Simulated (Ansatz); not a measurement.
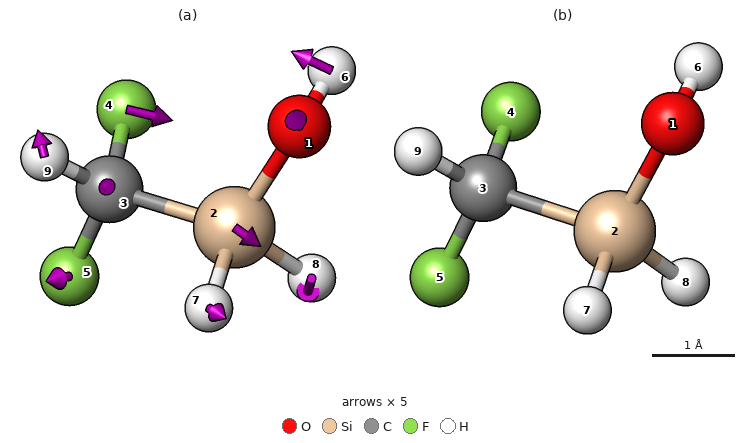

The structure of CH4F2OSi (coarse preliminary run) before (left) and after (right) a relaxation, at one scale. The purple arrows give the displacements, magnified 5 times.

A ball-and-stick model, seen at a tilt.

The start comes from a force field.

Theory: RKS PBE-D4/def2-SVP in Ansatz 0.2.0.

Input
```yaml
crystal:
  periodic: [false, false, false]
  atoms:
    - {symbol: O, position_ang: [-1.750700, 0.285400, 0.613000]}
    - {symbol: Si, position_ang: [-0.572300, -0.483000, -0.185300]}
    - {symbol: C, position_ang: [0.997700, 0.440000, -0.299900]}
    - {symbol: F, position_ang: [1.496700, 0.834300, 0.957200]}
    - {symbol: F, position_ang: [2.019200, -0.375400, -0.779900]}
    - {symbol: H, position_ang: [-1.671800, 0.471200, 1.554500]}
    - {symbol: H, position_ang: [-1.043200, -0.816200, -1.538100]}
    - {symbol: H, position_ang: [-0.369400, -1.748700, 0.536400]}
    - {symbol: H, position_ang: [0.982400, 1.346200, -0.875000]}
basis:
  gaussian: {orbitals: def2-SVP}
hamiltonian: {xc: pbe, dispersion: d4}
relax: {f_tol: 0.03, max_steps: 200}
```

Run as
```bash
ansatz run in.yaml --threads 4 --pin off --events-out ev --progress --plain --max-ram 10444MiB
```

> What changed between the two?

The atom that moves furthest after the best rigid fit is H8 (0.14 Å). Largest moves by element: H 0.14 Å, F 0.12 Å, O 0.09 Å, Si 0.08 Å, C 0.05 Å. Some distances before and after: Si2–C3 1.825 → 1.930 Å, O1–Si2 1.618 → 1.679 Å, C3–H9 1.073 → 1.117 Å, Si2–H7 1.471 → 1.496 Å. Among the angles between lasting bonds that change: O1–Si2–H8 105.5° → 113.4°, F4–C3–F5 102.2° → 108.4°, Si2–O1–H6 121.0° → 115.3°. After 6 geometry steps the energy has fallen by 34.6 kJ/mol. The largest force component goes from 3.2 to 0.0065 eV/Å. Cost: 2.5 s on 4 threads of AMD EPYC 9R45, on a shared host.
